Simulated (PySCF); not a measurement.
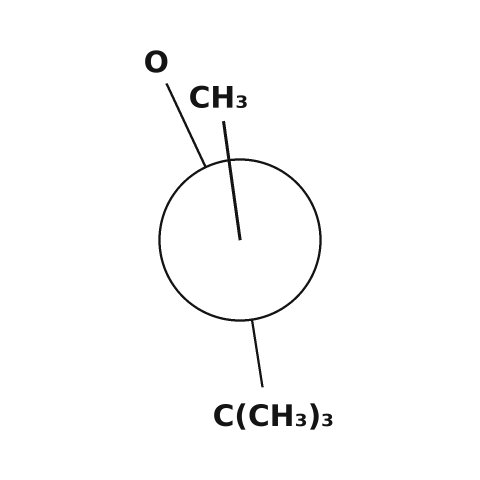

A Newman projection along the O–C bond, oxygen in front; angles are drawn as computed, but eclipsed bonds slightly apart. The geometry was computed by an optimisation with PBE0-D3(BJ)/def2-SVP. No frequency run is at hand to confirm it as a minimum.

Which molecule is it?

Answer. C6H12O2, COC(=O)C(C)(C)C

What is the torsion angle from the front CH3 to the back O? The sign is positive where the front bond must turn clockwise to cover the back bond.

Answer. 0°, synperiplanar (eclipsed).
